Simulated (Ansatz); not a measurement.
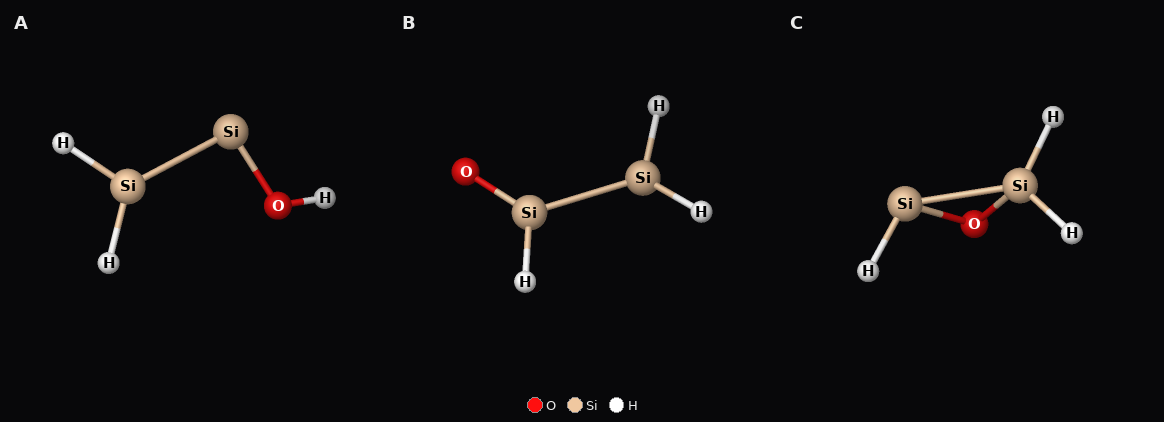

3 stationary structures of one formula. The species is neutral and a spin doublet. Geometries: PBE0-D4/def2-TZVP. Electronic energies: r2SCAN-D4/def2-TZVPP (Ansatz 0.2.0), without zero-point energy. No frequency run is at hand to confirm each as a minimum.

**Rank them by energy, lowest first.**

C is lowest (C1); A lies 62.5 kJ/mol above it, B lies 64.7 kJ/mol above it (C1).
